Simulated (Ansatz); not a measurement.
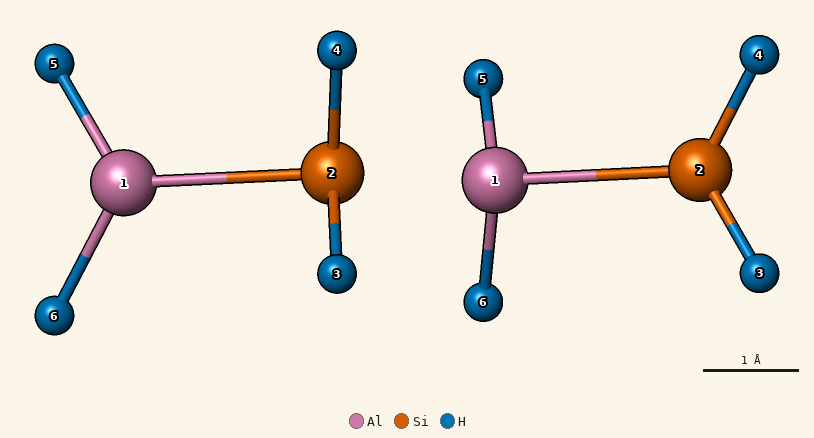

Two geometries of AlSiH4 (charge −1), drawn at one scale. One is the start of a relaxation, the other its converged end. A ball-and-stick model, seen from a free direction.

All numbers below come from RKS PBE-D4/def2-SVPD (Ansatz). (force threshold 0.03 eV/Å; at most 250 steps)

Question: Which of the two is the end point?

Answer: The left one is the relaxed one. It is one of the separated reactants of a reaction. The energy falls by 82.8 kJ/mol in 6 geometry steps. Largest force component: 2.8 eV/Å at the start, 0.014 eV/Å at the end. The largest move after the best rigid fit is that of Si2, 0.49 Å. By element the largest moves are Si 0.49 Å, Al 0.44 Å, H 0.29 Å. Near-neighbour distances that change, for instance: Al1–H5 1.520 → 1.643 Å, Si2–H3 1.420 → 1.538 Å, Al1–Si2 2.355 → 2.377 Å. Among the angles between lasting bonds that change: Al1–Si2–H3 123.7° → 105.9°, Si2–Al1–H5 108.9° → 123.7°, H3–Si2–H4 109.2° → 100.7°.
